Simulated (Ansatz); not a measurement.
**Ta (Im-3m): the Drude term of Re ε in the infrared**

Re ε of Ta (Im-3m) at low photon energies is read from one computed spectrum; the carriers' damping was typed as γ = 0.05 eV.

It takes space group Im-3m (No. 229, cubic). Conventional cell: a = 3.303 Å, b = 3.303 Å, c = 3.303 Å, α = 90.00°, β = 90.00°, γ = 90.00°. Ta on site a is surrounded by 8 Ta at 2.86 Å.

Method: Ansatz 0.2.0, PBE, independent particles, k-mesh 14×14×14 with interpolation inside its cells, Gaussian parameter 0.1 eV.

Launch of the response step: `ansatz run input.yaml --threads 4 --pin off --max-ram 8192MiB --backend cpu --events-out ev --progress --plain --runs-dir out`. The run took 5 s, on 4 threads of Arm Neoverse V2, on a shared host.

| photon energy E (eV) | wavelength (µm) | Re ε |
| --- | --- | --- |
| 0.25 | 4.96 | -1193.3 |
| 0.30 | 4.13 | -833.4 |
| 0.35 | 3.54 | -611.4 |
| 0.40 | 3.10 | -465.6 |
| 0.50 | 2.48 | -292.5 |
| 0.60 | 2.07 | -197.7 |
| 0.70 | 1.77 | ? |

A Drude term over a constant background gives Re ε = ε_b − ωp²/(E² + γ²), linear in 1/(E² + γ²).

Working, on the rows shown:

| x = 1/(E² + γ²) (eV⁻²) | y = Re ε |
| --- | --- |
| 15.3846 | -1193.3 |
| 10.8108 | -833.4 |
| 8 | -611.4 |
| 6.15385 | -465.6 |
| 3.9604 | -292.5 |
| 2.75862 | -197.7 |

Means: x̄ = 7.8447, ȳ = -598.98. Σ(x − x̄)(y − ȳ) = -8635, Σ(x − x̄)² = 109.5. Slope = -8635 / 109.5 = -78.87; intercept = ȳ − slope · x̄ = 19.732. The line misses the rows shown by at most 0.48.

Q: What does the fit predict for the withheld row, and how well does it do?

A: At x = 2.0305 the line gives y = -140.41. The run gave -140.2, so the extrapolation is off by 0.21, 0.0 % of the range in the table.

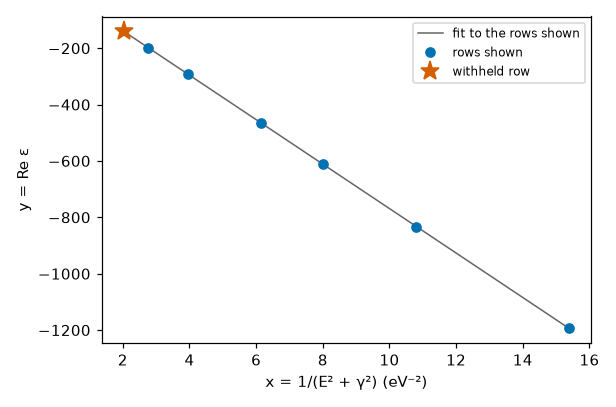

Refitted with all rows, the slope is -78.88 and the intercept 19.815. These give ωp = √(−slope) = 8.88 eV, against 8.84 eV from the program's Fermi-surface sum, and an intercept of 19.8. Taking the program's Drude term off the rows leaves 10 at the lowest energy and 19 at the highest, so the background isn't constant: interband transitions lie in or near the window, and neither fitted number can be trusted. The values come from a sum over the points of one k-mesh and carry its error, which is largest for Fermi-surface quantities. Spin-orbit coupling is left out.
